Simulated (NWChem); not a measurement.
# BeCl2 (SMILES [Cl][Be][Cl]) at 6 levels

Wanted: a comparison of 6 runs (HF/6-31G*, B3LYP/6-31G*, M06-2X/3-21G, CAM-B3LYP/6-311G**, M06-2X/def2-TZVP) of BeCl2. 

The calculation is run with NWChem 7.3.0.

**1. Starting point**

The species is BeCl2 (3 atoms), meant as a singlet with charge 0. SMILES: `[Cl][Be][Cl]`. The shape comes from GFN2-xTB, which is rough for such elements, and wasn't checked as a minimum.

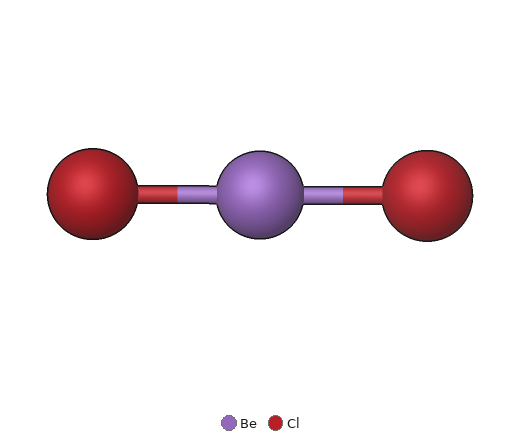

The structure, seen from a chosen angle (beryllium purple, chlorine red).

**2. Energy and forces at HF/6-31G(d) (spherical functions) (run 1)**

Input file run.py:

```python
from ase import Atoms
from ase.calculators.nwchem import NWChem

atoms = Atoms(['Be', 'Cl', 'Cl'], positions=[
    [0.000220, 0.000130, -0.000220],
    [-0.016390, -0.020190, 1.761270],
    [0.016170, 0.020060, -1.761060],
])

calc = NWChem(
    label='nw',
    theory='scf',
    memory='2200 mb',
    basis='6-31G*',
    basispar='spherical bse',
    scf={'nopen': '0', 'rhf': None, 'thresh': '1e-08', 'maxiter': '80'},
)
atoms.calc = calc

forces = atoms.get_forces()
e = atoms.get_potential_energy()
print(f"E = {e:.6f} eV")
print("forces (eV/A):")
for s, f in zip(atoms.symbols, forces):
    print(f"{s:2s} {f[0]:10.5f} {f[1]:10.5f} {f[2]:10.5f}")
print("dipole (e A):", atoms.get_dipole_moment().round(4))
```

Command:

```bash
$ export ASE_NWCHEM_COMMAND="nwchem PREFIX.nwi > PREFIX.nwo"
$ python run.py
```

The log of the run:

```text
E = -25408.855884 eV
forces (eV/A):
Be   -0.00041   -0.00031    0.01594
Cl   -0.00931   -0.01157    1.01898
Cl    0.00967    0.01188   -1.03492
dipole (e A): [ 0.0002  0.0002 -0.0007]
```

The calculator wrote nw.nwi:

```
title "nw"

permanent_dir nw

scratch_dir nw

start nw

geometry units angstrom nocenter noautosym noautoz
  Be 2.2000000000000001e-04 1.2999999999999999e-04 -2.2000000000000001e-04
  Cl -1.6389999999999998e-02 -2.0190000000000000e-02 1.7612699999999999e+00
  Cl 1.6170000000000000e-02 2.0060000000000001e-02 -1.7610600000000001e+00
end

memory 2200 mb

basis spherical bse noprint
   * library 6-31G*
end

scf
  nopen 0
  rhf
  thresh 1e-08
  maxiter 80
end

task scf gradient
```

nw.nwo:

```text
Northwest Computational Chemistry Package (NWChem) 7.3.0
             --------------------------------------------------------

           Job information
           ---------------

    nwchem branch   = 7.3.0
    use scalapack   = T
    input           = nw.nwi
    prefix          = nw.
    data base       = nw/nw.db
    status          = startup
    nproc           =        1

           Memory information
           ------------------

    heap     =     72089594 doubles =      550.0 Mbytes
    stack    =     72089599 doubles =      550.0 Mbytes
    global   =    144179200 doubles =     1100.0 Mbytes (distinct from heap & stack)
    total    =    288358393 doubles =     2200.0 Mbytes
    verify   = yes
    hardfail = no

[... 114 lines left out ...]
 Convergence threshold     :          1.000E-08
[... 12 lines left out ...]
       Final RHF  results
[... 3 lines left out ...]
      One-electron energy =  -1458.194898986193
[... 1 line left out ...]
 Nuclear repulsion energy =     84.272733585554
[... 37 lines left out ...]
                       ROHF Final Molecular Orbital Analysis
[... 191 lines left out ...]
                                        nw

  wavefunction    =   RHF

                         RHF ENERGY GRADIENTS

    atom               coordinates                        gradient
                 x          y          z           x          y          z
   1 Be      0.000416   0.000246  -0.000416    0.000008   0.000006  -0.000310
   2 Cl     -0.030973  -0.038154   3.328318    0.000181   0.000225  -0.019816
   3 Cl      0.030557   0.037908  -3.327921   -0.000188  -0.000231   0.020126

                 ----------------------------------------
                 |  Time  |  1-e(secs)   |  2-e(secs)   |
                 ----------------------------------------
                 |  CPU   |       0.00   |       0.68   |
                 ----------------------------------------
                 |  WALL  |       0.00   |       0.68   |
                 ----------------------------------------

 Task  times  cpu:        3.5s     wall:        3.5s
 Total times  cpu:        3.5s     wall:        3.5s
```

Wall time 4.5 s (1 thread of Intel Xeon 6975P-C (Granite Rapids), shared host); peak memory 0.1 GiB.

**3. Energy and gradient at B3LYP/6-31G(d) (spherical functions) (run 2)**

Input file mymol.nw:

```
start mymol
title "BeCl2"
memory total 2200 mb

geometry units angstrom noautosym nocenter noautoz
Be       0.000220       0.000130      -0.000220
Cl      -0.016390      -0.020190       1.761270
Cl       0.016170       0.020060      -1.761060
end

basis spherical bse
* library 6-31G*
end

dft
xc b3lyp
grid xfine
convergence energy 1e-08
iterations 100
mulliken
print low
end

task dft gradient
```

Command:

```bash
$ nwchem mymol.nw > mymol.out
```

The log of the run:

```text
[...]
 d= 0,ls=0.0,diis     1   -935.2467912425 -1.02D+03  1.64D-02  2.92D-01     0.7
[...]
 d= 0,ls=0.0,diis     8   -935.2877192175 -9.89D-12  7.28D-08  1.03D-11     3.8
         Total DFT energy =     -935.287719217486
      One electron energy =    -1458.428966906965
           Coulomb energy =      498.389815584035
    Exchange-Corr. energy =      -59.521301480110
 Nuclear repulsion energy =       84.272733585554
[...]
      Total Density - Mulliken Population Analysis
     ---------------------------------------------
    Atom       Charge   Shell Charges
 -----------   ------   -------------------------------------------------------
    1 Be   4     3.70   2.00  0.42  0.94  0.09  0.16  0.11
    2 Cl  17    17.15   2.00  2.00  5.97  1.40  3.65  0.50  1.62  0.01
    3 Cl  17    17.15   2.00  2.00  5.97  1.40  3.65  0.50  1.62  0.01
[...]
                         DFT ENERGY GRADIENTS
    atom               coordinates                        gradient
                 x          y          z           x          y          z
   1 Be      0.000416   0.000246  -0.000416    0.000007   0.000006  -0.000298
   2 Cl     -0.030973  -0.038154   3.328318    0.000164   0.000205  -0.018021
   3 Cl      0.030557   0.037908  -3.327921   -0.000172  -0.000211   0.018319
 Task  times  cpu:        4.9s     wall:        4.9s
 Total times  cpu:        5.0s     wall:        5.0s
```

It took 5.7 s on 1 thread of Intel Xeon 6975P-C (Granite Rapids), shared host; peak memory 0.12 GiB.

**4. Energy and gradient at M06-2X/3-21G (run 3)**

Input file run.py:

```python
from ase import Atoms
from ase.calculators.nwchem import NWChem

molecule = Atoms(['Be', 'Cl', 'Cl'], positions=[
    [0.000220, 0.000130, -0.000220],
    [-0.016390, -0.020190, 1.761270],
    [0.016170, 0.020060, -1.761060],
])

calc = NWChem(
    label='input',
    theory='dft',
    memory='2200 mb',
    basis='3-21G',
    basispar='spherical bse',
    dft={'xc': 'm06-2x', 'mult': '1', 'grid': 'xfine', 'convergence': 'energy 1e-08', 'iterations': '100', 'mulliken': None},
)
molecule.calc = calc

forces = molecule.get_forces()
print(f"energy = {molecule.get_potential_energy():.6f} eV")
print("forces (eV/A):")
for s, f in zip(molecule.symbols, forces):
    print(f"{s:2s} {f[0]:10.5f} {f[1]:10.5f} {f[2]:10.5f}")
print("dipole (e A):", molecule.get_dipole_moment().round(4))
```

Command:

```bash
$ export ASE_NWCHEM_COMMAND="nwchem PREFIX.nwi > PREFIX.nwo"
$ python run.py
```

The log of the run:

```text
energy = -25326.889415 eV
forces (eV/A):
Be   -0.00036   -0.00031    0.01671
Cl   -0.01131   -0.01409    1.23603
Cl    0.01167    0.01435   -1.25280
dipole (e A): [ 0.0002  0.0001 -0.0006]
```

The calculator wrote input.nwi:

```
title "input"

permanent_dir input

scratch_dir input

start input

geometry units angstrom nocenter noautosym noautoz
  Be 2.2000000000000001e-04 1.2999999999999999e-04 -2.2000000000000001e-04
  Cl -1.6389999999999998e-02 -2.0190000000000000e-02 1.7612699999999999e+00
  Cl 1.6170000000000000e-02 2.0060000000000001e-02 -1.7610600000000001e+00
end

memory 2200 mb

basis spherical bse noprint
   * library 3-21G
end

dft
  xc m06-2x
  mult 1
  grid xfine
  convergence energy 1e-08
  iterations 100
  mulliken
end

task dft gradient
```

input.nwo:

```text
Northwest Computational Chemistry Package (NWChem) 7.3.0
             --------------------------------------------------------

           Job information
           ---------------

    nwchem branch   = 7.3.0
    use scalapack   = T
    input           = input.nwi
    prefix          = input.
    data base       = input/input.db
    status          = startup
    nproc           =        1

           Memory information
           ------------------

    heap     =     72089594 doubles =      550.0 Mbytes
    stack    =     72089599 doubles =      550.0 Mbytes
    global   =    144179200 doubles =     1100.0 Mbytes (distinct from heap & stack)
    total    =    288358393 doubles =     2200.0 Mbytes
    verify   = yes
    hardfail = no

[... 85 lines left out ...]
  convergence criterion.
[... 37 lines left out ...]
          Spatial weights used:  Erf1
[... 73 lines left out ...]
         Total DFT energy =     -930.746026400994
[... 3 lines left out ...]
 Nuclear repulsion energy =       84.272733585554
[... 326 lines left out ...]
          Convergence on gradient requested:  5.00D-04
[... 24 lines left out ...]
          total energy or number of iterations.
[... 21 lines left out ...]
                                       input

  charge          =   0.00
  wavefunction    = closed shell

                         DFT ENERGY GRADIENTS

    atom               coordinates                        gradient
                 x          y          z           x          y          z
   1 Be      0.000416   0.000246  -0.000416    0.000007   0.000006  -0.000325
   2 Cl     -0.030973  -0.038154   3.328318    0.000220   0.000274  -0.024037
   3 Cl      0.030557   0.037908  -3.327921   -0.000227  -0.000279   0.024363

                 ----------------------------------------
                 |  Time  |  1-e(secs)   |  2-e(secs)   |
                 ----------------------------------------
                 |  CPU   |       0.00   |       0.09   |
                 ----------------------------------------
                 |  WALL  |       0.00   |       0.09   |
                 ----------------------------------------

 Task  times  cpu:        2.8s     wall:        2.8s
 Total times  cpu:        2.8s     wall:        2.8s
```

It took 3.9 s on 1 thread of Intel Xeon 6975P-C (Granite Rapids), shared host; peak memory 0.12 GiB.

Runs 4 to 5 aren't shown in full; the table further down has their settings and results.

**5. Energy and gradient at M06-2X/def2-TZVP (run 6)**

Input file run.py:

```python
from ase import Atoms
from ase.calculators.nwchem import NWChem

mol = Atoms(['Be', 'Cl', 'Cl'], positions=[
    [0.000220, 0.000130, -0.000220],
    [-0.016390, -0.020190, 1.761270],
    [0.016170, 0.020060, -1.761060],
])

calc = NWChem(
    label='becl2',
    theory='dft',
    memory='2200 mb',
    basis='def2-TZVP',
    basispar='spherical bse',
    dft={'xc': 'm06-2x', 'mult': '1', 'grid': 'fine', 'convergence': 'energy 1e-08', 'iterations': '100', 'mulliken': None},
)
mol.calc = calc

forces = mol.get_forces()
print("Total energy (eV):", round(mol.get_potential_energy(), 6))
print("forces (eV/A):")
for s, f in zip(mol.symbols, forces):
    print(f"{s:2s} {f[0]:10.5f} {f[1]:10.5f} {f[2]:10.5f}")
print("dipole (e A):", mol.get_dipole_moment().round(4))
```

Command:

```bash
$ export ASE_NWCHEM_COMMAND="nwchem PREFIX.nwi > PREFIX.nwo"
$ python run.py
```

The log of the run:

```text
Total energy (eV): -25450.499093
forces (eV/A):
Be   -0.00041   -0.00036    0.01517
Cl   -0.00787   -0.00982    0.86867
Cl    0.00833    0.01018   -0.88384
dipole (e A): [ 0.0002  0.0001 -0.0006]
```

The calculator wrote becl2.nwi:

```
title "becl2"

permanent_dir becl2

scratch_dir becl2

start becl2

geometry units angstrom nocenter noautosym noautoz
  Be 2.2000000000000001e-04 1.2999999999999999e-04 -2.2000000000000001e-04
  Cl -1.6389999999999998e-02 -2.0190000000000000e-02 1.7612699999999999e+00
  Cl 1.6170000000000000e-02 2.0060000000000001e-02 -1.7610600000000001e+00
end

memory 2200 mb

basis spherical bse noprint
   * library def2-TZVP
end

dft
  xc m06-2x
  mult 1
  grid fine
  convergence energy 1e-08
  iterations 100
  mulliken
end

task dft gradient
```

becl2.nwo:

```text
Northwest Computational Chemistry Package (NWChem) 7.3.0
             --------------------------------------------------------

           Job information
           ---------------

    nwchem branch   = 7.3.0
    use scalapack   = T
    input           = becl2.nwi
    prefix          = becl2.
    data base       = becl2/becl2.db
    status          = startup
    nproc           =        1

           Memory information
           ------------------

    heap     =     72089594 doubles =      550.0 Mbytes
    stack    =     72089599 doubles =      550.0 Mbytes
    global   =    144179200 doubles =     1100.0 Mbytes (distinct from heap & stack)
    total    =    288358393 doubles =     2200.0 Mbytes
    verify   = yes
    hardfail = no

[... 85 lines left out ...]
  convergence criterion.
[... 37 lines left out ...]
          Spatial weights used:  Erf1
[... 70 lines left out ...]
         Total DFT energy =     -935.288598327888
[... 3 lines left out ...]
 Nuclear repulsion energy =       84.272733585554
[... 726 lines left out ...]
          Convergence on gradient requested:  5.00D-04
[... 24 lines left out ...]
          total energy or number of iterations.
[... 21 lines left out ...]
                                       becl2

  charge          =   0.00
  wavefunction    = closed shell

                         DFT ENERGY GRADIENTS

    atom               coordinates                        gradient
                 x          y          z           x          y          z
   1 Be      0.000416   0.000246  -0.000416    0.000008   0.000007  -0.000295
   2 Cl     -0.030973  -0.038154   3.328318    0.000153   0.000191  -0.016893
   3 Cl      0.030557   0.037908  -3.327921   -0.000162  -0.000198   0.017188

                 ----------------------------------------
                 |  Time  |  1-e(secs)   |  2-e(secs)   |
                 ----------------------------------------
                 |  CPU   |       0.00   |       1.84   |
                 ----------------------------------------
                 |  WALL  |       0.00   |       1.84   |
                 ----------------------------------------

 Task  times  cpu:       10.0s     wall:       10.0s
 Total times  cpu:       10.0s     wall:       10.0s
```

Wall time 11 s (1 thread of Intel Xeon 6975P-C (Granite Rapids), shared host); peak memory 0.13 GiB.

**6. All runs side by side**

| run | level | iteration cap | module | energy (Eh) | dipole moment (D) | HOMO energy (eV) | LUMO energy (eV) | wall time |
| --- | --- | --- | --- | --- | --- | --- | --- | --- |
| 1 | HF/6-31G* (spherical functions) | 80 | scf | -933.758239 | 0.00 | -12.87 | 3.35 | 4.5 s |
| 2 | B3LYP/6-31G* (spherical functions) | 100 | dft | -935.287719 | – | – | – | 5.7 s |
| 3 | M06-2X/3-21G | 100 | dft | -930.746026 | 0.00 | -10.98 | 0.65 | 3.9 s |
| 4 | B3LYP/6-31G* (Cartesian functions) | 100 | dft | -935.294168 | 0.00 | -9.22 | 0.03 | 5.7 s |
| 5 | CAM-B3LYP/6-311G** | 100 | dft | -935.336006 | 0.00 | -11.06 | 0.65 | 14 s |
| 6 | M06-2X/def2-TZVP | 100 | dft | -935.288598 | 0.00 | -10.89 | -0.18 | 11 s |

**7. Outcome**

| quantity | value |
| --- | --- |
| run 6: total energy | -935.28860 Eh |
| run 6: dipole moment | 0.00 D |
| run 6: HOMO energy | -10.89 eV |
| run 6: LUMO energy | -0.18 eV |
| run 6: HOMO–LUMO gap | 10.71 eV |
| run 6: largest force on an atom | 0.884 eV/Å |

Over runs 1, 3, 4, 5, 6 the HOMO–LUMO gap runs from 9.25 eV (B3LYP/6-31G*) to 16.22 eV (HF/6-31G*). Exact exchange widens orbital gaps. Totals of different functionals can't be ranked against each other. All runs together took 45 s, the longest 14 s.
